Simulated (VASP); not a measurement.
Band structure of CoAl (CsCl type). Method: optB86b-vdW, VASP's PBE PAW potentials (set 64) (plane waves; VASP).

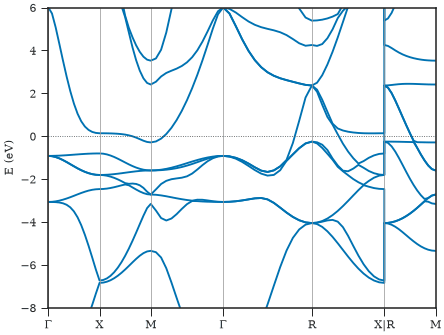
*Bands along high-symmetry lines, zero at the valence-band maximum or, without a gap, the Fermi level*

Question: Read the plot: is there a gap, and where are the band edges?

Answer: It has no gap at this level: it comes out as a metal or semimetal. (Edges off the drawn lines would not show.)

The compound is CoAl in the CsCl type structure. It was relaxed first. The run is not spin-polarised, so no magnetic state was tried.
